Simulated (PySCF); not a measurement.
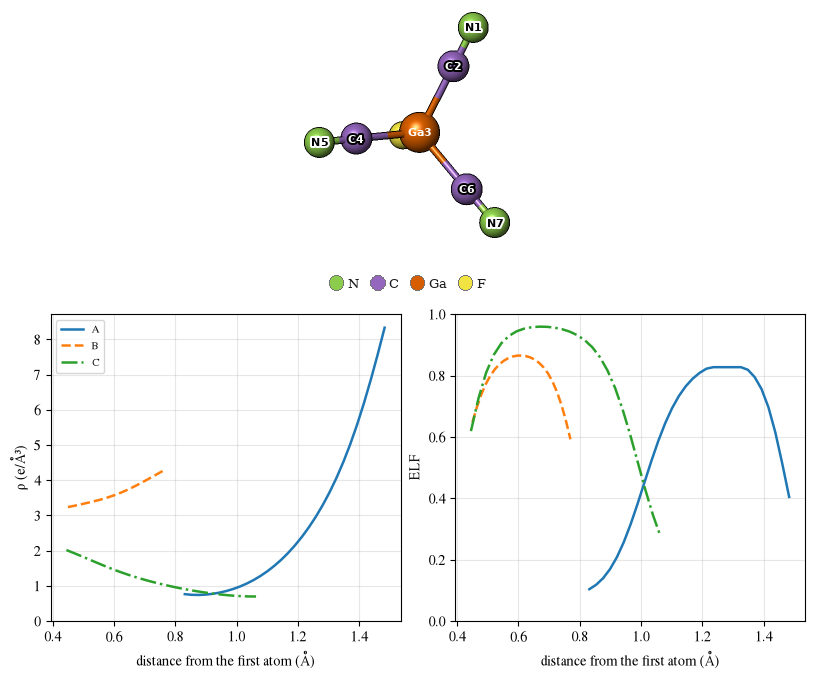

Figure 1: C3FGaN3 (SMILES N#[C][Ga-]([F])([C]#N)[C]#N) (charge −1). Total electron density and ELF along straight lines between neighbouring atoms. The curves leave out the atomic cores. The structure is drawn too.

Geometry: PBE0-D3(BJ)/ma-def2-SVP.

Computed with DFT single point, gas phase, functional wB97X (PySCF 2.14.0, density-fitted response routines).

Input

```
{"job": {"kind": "sp", "xc": "wB97X", "basis": "ma-def2-SVP", "d3": "d3bj", "grid": 2}, "charge": -1, "multiplicity": 1}
N     -2.040159    -2.145062     0.492331
C     -1.339949    -1.316269     0.076732
Ga    -0.137186     0.093206    -0.619640
C      1.741174    -0.527718    -0.572231
N      2.846176    -0.885691    -0.545629
C     -0.341789     1.743201     0.453947
N     -0.469942     2.709602     1.086002
F     -0.583688     0.455345    -2.322708
```

Launched as:

```sh
OMP_NUM_THREADS=1 python redox_run.py task.json out
```

Q: Which curve belongs to which contact (C–Ga, C–N and Ga–F)? The first atom named is at distance zero.

A: Curve A: Ga–F (1.80 Å): ρ is about 0.75 e/Å³ halfway; the ELF peaks at about 0.85 in the valence shell of F, 0.6 Å from its nucleus, and is about 0.15 at the midpoint. Curve B: C–N (1.16 Å): ρ at the midpoint is about 3.5 e/Å³; the ELF peaks at about 0.85 between the atoms (a short, multiple covalent bond). Curve C: C–Ga (1.98 Å): ρ is about 0.72 e/Å³ halfway; the ELF peaks at about 0.95 in the valence shell of C, 0.7 Å from its nucleus, and is about 0.50 at the midpoint.
